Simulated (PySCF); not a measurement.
YbBr (doublet)

```yaml
atoms:
  - { symbol: Yb, position_ang: [0.0000, 0.0000, -0.8265] }
  - { symbol: Br, position_ang: [0.0000, 0.0000, 1.8215] }
```

The calculation used PBE0/x2c-SVPall, spin-free X2C-1e, Gaussian nucleus, at a bond length of 2.648 Å (PySCF 2.14.0).

**What will maps of the electron density, electron localisation function and spin density show?**

Yb–Br (2.65 Å): ρ at the midpoint is about 0.36 e/Å³; the ELF peaks at about 0.80 in the valence shell of Br, 1.0 Å from its nucleus, and is about 0.25 at the midpoint.
The unpaired spin (1 electron) lies mostly on Yb1 (about 0.9), in electrons by Hirshfeld's partition.

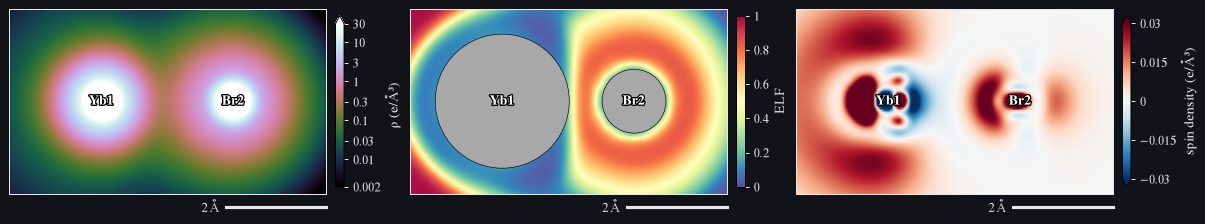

Computed electron density, electron localisation function and spin density on a plane that holds the molecular axis, in this order. Grey discs cover the atomic cores in the ELF map. 
